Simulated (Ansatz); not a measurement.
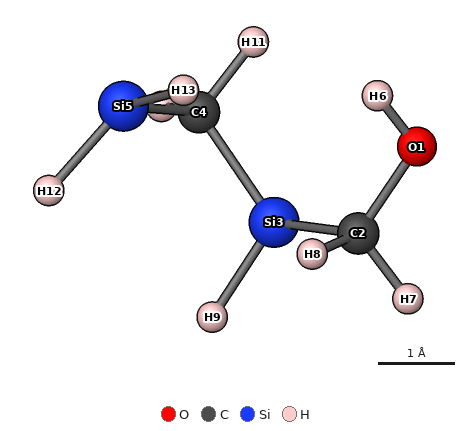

**Figure 1.** The input geometry (ball-and-stick view, seen at a tilt; atoms are numbered from 1 in the order of the input). Bond lengths as drawn: C–H 1.07 to 1.18 Å, C–O 1.42 Å, C–Si 1.71 to 1.89 Å, H–O 0.90 Å and H–Si 1.49 to 1.50 Å.

# C2H8OSi2: geometry relaxation (part 1 of 2)

C2H8OSi2, computed with RKS PBE-D4/def2-SVP (Ansatz 0.2.0).

The geometry: force-field start. Figures and captions count atoms from 1; the log counts them from 0 in places.

## Output
```
Functional definition: PBE
  name "PBE"
  cite "Perdew, Burke & Ernzerhof, Phys. Rev. Lett. 77, 3865 (1996) doi:10.1103/PhysRevLett.77.3865"
  parent pbe
  parameter kappa = 0.804
  parameter beta = 0.06672455060314922
  exchange = pbe_x(kappa = kappa, mu = beta*pi^2/3)
  correlation = pbe_c(beta = beta)
1315 factors; their error is unknown
mean field evaluation 1: about -19968.8793 eV, gradient 7.5e1 eV
mean field evaluation 2: about -19902.8809 eV, gradient 1.5e2 eV
mean field evaluation 4: about -19979.8810 eV, gradient 2.1e1 eV
mean field evaluation 8: about -19981.7601 eV, gradient 1.5e0 eV
mean field evaluation 16: about -19981.6779 eV, gradient 1.0e-2 eV
mean field -19981.67788483 eV, -734.3131181997 hartree, gradient 2.0e-5 eV, S^2 0.000000; 0 other end points of the search recorded, 0 dependent functions left out
the calculation of the forces begins
reference -19981.67792226 eV, -734.3131195752 hartree; 28, 28 occupied and 90, 90 virtual orbitals, 1315 factors
relax step   1: F+E_penalty+E_count = -19982.02025486 eV  Δ(F+E_penalty+E_count) = +0.000e0 eV  max|allowed force component| = 5.804e0 eV/Å  Δτ_max = 0.0000 Å  (33 SCF iters, accepted)
these checks for a lower state are left out or cut short: starts, cluster_reference, orbital_swaps, neighbouring_geometries, increment
1315 factors; their error is unknown
mean field -19982.55407128 eV, -734.3453174579 hartree, gradient 8.9e-6 eV, S^2 0.000000; 0 other end points of the search recorded, 0 dependent functions left out
[... from here on the field's lines of each further geometry are left out, up to the last ...]
relax step   2: F+E_penalty+E_count = -19982.89391003 eV  Δ(F+E_penalty+E_count) = -8.737e-1 eV  max|allowed force component| = 2.970e0 eV/Å  Δτ_max = 0.1699 Å  (32 SCF iters, accepted)
relax step   3: F+E_penalty+E_count = -19983.17391961 eV  Δ(F+E_penalty+E_count) = -2.800e-1 eV  max|allowed force component| = 7.067e-1 eV/Å  Δτ_max = 0.1949 Å  (38 SCF iters, accepted)
relax step   4: F+E_penalty+E_count = -19983.27128719 eV  Δ(F+E_penalty+E_count) = -9.737e-2 eV  max|allowed force component| = 7.857e-1 eV/Å  Δτ_max = 0.1911 Å  (32 SCF iters, accepted)
relax step   5: F+E_penalty+E_count = -19983.40162053 eV  Δ(F+E_penalty+E_count) = -1.303e-1 eV  max|allowed force component| = 8.031e-1 eV/Å  Δτ_max = 0.1915 Å  (36 SCF iters, accepted)
relax step   6: F+E_penalty+E_count = -19983.52746755 eV  Δ(F+E_penalty+E_count) = -1.258e-1 eV  max|allowed force component| = 6.121e-1 eV/Å  Δτ_max = 0.1938 Å  (36 SCF iters, accepted)
relax step   7: F+E_penalty+E_count = -19983.66940535 eV  Δ(F+E_penalty+E_count) = -1.419e-1 eV  max|allowed force component| = 3.860e-1 eV/Å  Δτ_max = 0.1953 Å  (30 SCF iters, accepted)
relax step   8: F+E_penalty+E_count = -19983.76170816 eV  Δ(F+E_penalty+E_count) = -9.230e-2 eV  max|allowed force component| = 3.356e-1 eV/Å  Δτ_max = 0.1955 Å  (29 SCF iters, accepted)
relax step   9: F+E_penalty+E_count = -19983.81659398 eV  Δ(F+E_penalty+E_count) = -5.489e-2 eV  max|allowed force component| = 3.020e-1 eV/Å  Δτ_max = 0.1930 Å  (29 SCF iters, accepted)
relax step  10: F+E_penalty+E_count = -19983.81621994 eV  Δ(F+E_penalty+E_count) = +3.740e-4 eV  max|allowed force component| = 5.283e-1 eV/Å  Δτ_max = 0.1169 Å  (30 SCF iters, rejected (line search))
relax step  11: F+E_penalty+E_count = -19983.82937924 eV  Δ(F+E_penalty+E_count) = -1.279e-2 eV  max|allowed force component| = 1.255e-1 eV/Å  Δτ_max = 0.0584 Å  (30 SCF iters, accepted)
relax step  12: F+E_penalty+E_count = -19983.83360995 eV  Δ(F+E_penalty+E_count) = -4.231e-3 eV  max|allowed force component| = 4.464e-2 eV/Å  Δτ_max = 0.0550 Å  (30 SCF iters, accepted)
relax step  13: F+E_penalty+E_count = -19983.83444349 eV  Δ(F+E_penalty+E_count) = -8.335e-4 eV  max|allowed force component| = 4.028e-2 eV/Å  Δτ_max = 0.0248 Å  (31 SCF iters, accepted)
the calculation of the forces begins
reference -19983.50127085 eV, -734.3801264002 hartree; 28, 28 occupied and 90, 90 virtual orbitals, 1315 factors
relax step  14: F+E_penalty+E_count = -19983.83470247 eV  Δ(F+E_penalty+E_count) = -2.590e-4 eV  max|allowed force component| = 1.623e-2 eV/Å  Δτ_max = 0.0064 Å  (23 SCF iters, accepted)
1315 factors; their error is unknown
mean field evaluation 128: about -19983.5012 eV, gradient 1.9e-1 eV
```

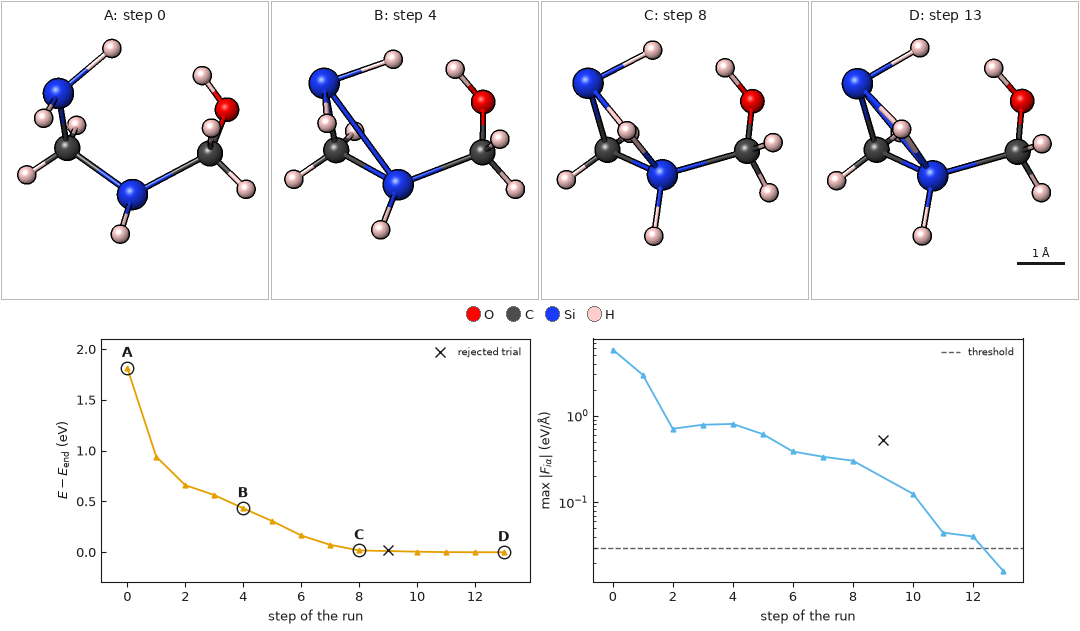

**Figure 2.** Frames of the relaxation (ball-and-stick view, seen at an oblique angle) above the curves, on which the letters mark them (the first geometry is step 0 here and step 1 in the log).

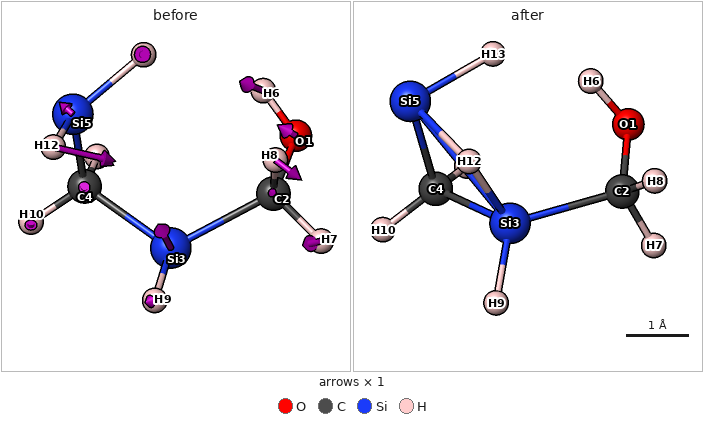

**Figure 3.** Before (left) and after (right) the relaxation, at one scale (ball-and-stick view, seen at an oblique angle). The pink arrows give the displacements, at true length. The atom that moves furthest after the best rigid fit is H12 (1.11 Å). Largest moves by element: H 1.11 Å, Si 0.79 Å, O 0.43 Å, C 0.22 Å. Distances before and after: Si3–H12 3.313 → 1.679 Å, C4–Si5 1.707 → 1.989 Å, Si5–H12 1.494 → 1.759 Å, Si3–Si5 2.800 → 2.547 Å. New bonds form: Si3–H12 (3.31 → 1.68 Å). Among the angles that change: C4–Si5–H12 116.0° → 85.7°, H12–Si5–H13 111.3° → 85.7°, Si3–C4–Si5 107.5° → 83.2°. After 13 geometry steps the energy has fallen by 1.814 eV. Largest force component: 5.8 eV/Å at the start, 0.016 eV/Å at the end. The line search rejected the trial step at point 9 (counted from 0) and went back. (Atoms are counted from 1 in the order of the input.)

```
mean field -19983.50123372 eV, -734.3801250356 hartree, gradient 2.1e-5 eV, S^2 0.000000; 1 other end points of the search recorded, 0 dependent functions left out
the calculation of the forces begins
reference -19983.50127085 eV, -734.3801264002 hartree; 28, 28 occupied and 90, 90 virtual orbitals, 1315 factors
Total energy: -19983.83473960 eV, -734.3923811505 hartree
Atom 0 at    -1.167757     0.344337     1.599814 Å, force     0.000742    -0.016228     0.000923 eV/Å
Atom 1 at    -0.395510     1.290717     0.893415 Å, force    -0.002494     0.009987    -0.001739 eV/Å
Atom 2 at     0.410580     0.536922    -0.667407 Å, force     0.007498    -0.015999    -0.000463 eV/Å
Atom 3 at    -0.374581    -1.014968    -1.281811 Å, force     0.003503    -0.002646    -0.002246 eV/Å
Atom 4 at     1.156540    -1.877746    -0.351150 Å, force    -0.008217     0.006834    -0.003733 eV/Å
Atom 5 at    -0.597756    -0.447082     1.735025 Å, force    -0.005871     0.012003    -0.001555 eV/Å
Atom 6 at    -1.081564     2.095819     0.545660 Å, force     0.001126    -0.002867     0.006498 eV/Å
Atom 7 at     0.380085     1.799652     1.519752 Å, force     0.002047     0.000054    -0.000184 eV/Å
Atom 8 at     1.057021     1.492811    -1.628755 Å, force     0.001534     0.002279    -0.003341 eV/Å
Atom 9 at    -0.386916    -1.189175    -2.372534 Å, force     0.000716    -0.000368     0.001792 eV/Å
Atom 10 at    -1.358900    -1.203969    -0.814306 Å, force     0.002243     0.002248     0.003601 eV/Å
Atom 11 at     1.824828    -0.255547    -0.230987 Å, force    -0.003489     0.003775     0.000372 eV/Å
Atom 12 at     0.554330    -1.606670     1.067986 Å, force     0.000661     0.000928     0.000077 eV/Å
Dipole moment:     0.005145     0.330025    -0.137748 e Å
```

## Trajectory as extended XYZ (Å, eV, eV/Å), 14 frames, from step=1 to step=14
```
13
Properties=species:S:1:pos:R:3:forces:R:3 step=1 energy=-19982.02025
O    -1.4980    0.6004    1.6569   -2.0316   4.6753  -1.0352
C    -0.5300    1.3084    0.8912    0.8073  -0.9012   1.4314
Si   -0.3144    0.7626   -0.9069    0.1762   2.5518   0.1673
C    -0.1718   -0.9687   -1.2149   -5.8038  -2.3424  -1.5676
Si    1.1724   -1.5389   -0.3307    3.4568  -1.5161   2.1590
H    -1.2317   -0.2438    1.8184    1.6873  -4.3054   0.6542
H    -0.7646    2.3758    0.8866   -0.4109   0.5241   0.0584
H     0.4495    1.2449    1.4457   -0.1276   0.2954  -0.4128
H     0.8180    1.5352   -1.5100    0.3038   0.1509  -0.0689
H    -0.1874   -1.2091   -2.2546    0.2411  -0.1672  -1.4732
H    -1.1771   -1.4845   -0.8889    1.5074   0.6510  -0.1847
H     2.5000   -0.9764   -0.7237    0.1724   0.2449  -0.0146
H     0.9555   -1.4408    1.1456    0.0214   0.1388   0.2865
13
Properties=species:S:1:pos:R:3:forces:R:3 step=2 energy=-19982.89391
O    -1.5126    0.5801    1.6102   -0.3675   0.7675  -0.1998
C    -0.5152    1.3326    0.9284    0.0701  -0.0437   0.6178
Si   -0.2227    0.7685   -0.8798    0.4461   0.9611   0.1679
C    -0.2620   -1.0293   -1.2472   -2.9696  -0.6790  -1.1476
Si    1.1742   -1.5899   -0.3521    1.9770  -0.7381   1.1876
H    -1.1661   -0.2931    1.8113    0.4516  -0.6254   0.0571
H    -0.8781    2.3850    0.8790   -0.0477  -0.0729  -0.0159
H     0.4479    1.3922    1.5080   -0.2312   0.0037  -0.2108
H     0.9737    1.4977   -1.4534    0.0319  -0.1078  -0.0481
H    -0.2660   -1.2380   -2.3239    0.1704  -0.0006  -0.3378
H    -1.2183   -1.5026   -0.8702    0.6212   0.3128  -0.0582
H     2.4724   -0.9208   -0.7328   -0.0560   0.1154  -0.0892
H     0.9932   -1.4171    1.1373   -0.0963   0.1071   0.0769
13
Properties=species:S:1:pos:R:3:forces:R:3 step=3 energy=-19983.17392
O    -1.4971    0.5073    1.5767    0.6670  -0.5188   0.1116
C    -0.5212    1.3398    0.9571   -0.3226   0.3135   0.0363
Si   -0.0931    0.7679   -0.8442    0.2158  -0.4195   0.0292
C    -0.3503   -1.0625   -1.2827   -0.2542   0.7067  -0.5441
Si    1.1756   -1.6099   -0.3330    0.5192  -0.2986   0.3308
H    -1.0297   -0.3315    1.8303   -0.3070   0.5599  -0.2246
H    -0.9868    2.3581    0.8667    0.1436  -0.2917   0.0374
H     0.4119    1.4847    1.5594   -0.1738  -0.0450  -0.0497
H     1.1438    1.4026   -1.4542   -0.1524  -0.0718   0.0407
H    -0.3118   -1.2449   -2.3769    0.0477  -0.0201   0.1688
H    -1.2794   -1.4775   -0.8666   -0.1828  -0.0392   0.1363
H     2.4141   -0.8412   -0.7659   -0.1555   0.0251   0.0164
H     0.9443   -1.3277    1.1480   -0.0447   0.0996  -0.0892
13
Properties=species:S:1:pos:R:3:forces:R:3 step=4 energy=-19983.27129
O    -1.4025    0.4155    1.5740    0.6687  -0.2828   0.0538
C    -0.5171    1.3480    0.9556   -0.3938  -0.0310  -0.0245
Si   -0.0217    0.7470   -0.8221    0.2421  -0.5804   0.0704
C    -0.3779   -1.0501   -1.3014   -0.0324   0.7857  -0.1181
Si    1.1360   -1.6681   -0.2891    0.1442  -0.1892   0.1363
H    -0.8579   -0.3932    1.7736   -0.3236   0.5525  -0.1855
H    -1.0741    2.3172    0.8627    0.1163  -0.2901   0.0127
H     0.3986    1.5758    1.5567   -0.0931  -0.0354  -0.0604
H     1.1943    1.3806   -1.4579   -0.1461   0.0073  -0.0102
H    -0.3047   -1.2470   -2.3907    0.0006  -0.0121   0.1638
H    -1.3324   -1.4155   -0.8875   -0.0872  -0.0388   0.0311
H     2.3236   -0.8171   -0.7130   -0.0317   0.0665   0.0021
H     0.8562   -1.2279    1.1537   -0.0639   0.0478  -0.0715
13
Properties=species:S:1:pos:R:3:forces:R:3 step=5 energy=-19983.40162
O    -1.2978    0.3243    1.5846    0.6787   0.1504  -0.1506
C    -0.5122    1.3386    0.9494   -0.2667  -0.1663   0.1173
Si    0.1461    0.6846   -0.7542    0.2413  -0.8031   0.0932
C    -0.3956   -1.0206   -1.3002    0.0178   0.6854   0.0245
Si    1.1081   -1.7863   -0.2554   -0.1909   0.2253   0.1492
H    -0.6803   -0.4464    1.7294   -0.3192   0.4707  -0.1282
H    -1.1765    2.2373    0.8108    0.2478  -0.3969  -0.0280
H     0.3691    1.6886    1.5573   -0.2645  -0.0788  -0.0962
H     1.2149    1.4337   -1.5320   -0.3066  -0.0689   0.1279
H    -0.3105   -1.2251   -2.3851   -0.0446  -0.0272   0.0869
H    -1.3789   -1.3227   -0.8851    0.1201   0.0190  -0.0631
H     2.2125   -0.7774   -0.6324   -0.0362   0.1223   0.0172
H     0.7216   -1.1635    1.1275    0.1231  -0.1321  -0.1501
```
